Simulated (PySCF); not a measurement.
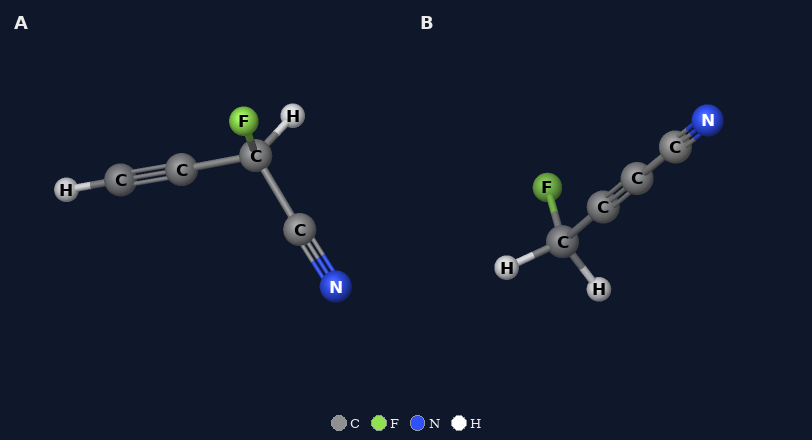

2 stationary structures of one formula. Geometries: PBE0-D3(BJ)/def2-SVP. Electronic energies: PBE0-D3(BJ)/def2-SVP (PySCF 2.14.0), without zero-point energy. No frequency run is at hand to confirm each as a minimum.

How are they related?

Answer. They are constitutional isomers of C4H2FN: A `C#C[C@@H](F)C#N`, B `N#CC#CCF`.

Rank them by energy, lowest first.

Answer. B is lowest (Cs); A lies 0.506 eV above it (C1).
